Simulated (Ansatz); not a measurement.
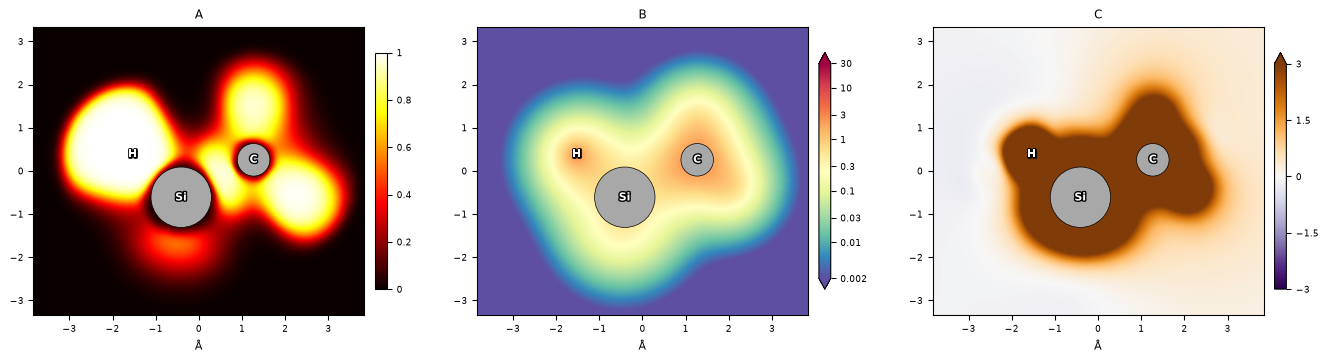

CH6Si···HCl: 3 fields on the plane of atoms C2, Si1 and H8, with unlabelled colour scales. Grey discs cover the atomic cores.

Not at a stationary point (largest force 1.2 eV/Å).

Level of theory: RKS revPBE/6-31G* (Ansatz).

Question: Match the panels to the quantities (electron density, electron localisation function and electrostatic potential).

Answer: Panel A: electron localisation function. Panel B: electron density. Panel C: electrostatic potential (strongly positive close to the atoms and fading to about zero outside). From the grid: C–Si (1.89 Å): ρ at the midpoint is about 0.92 e/Å³; the ELF peaks at about 0.95 between the atoms (a shared electron pair).
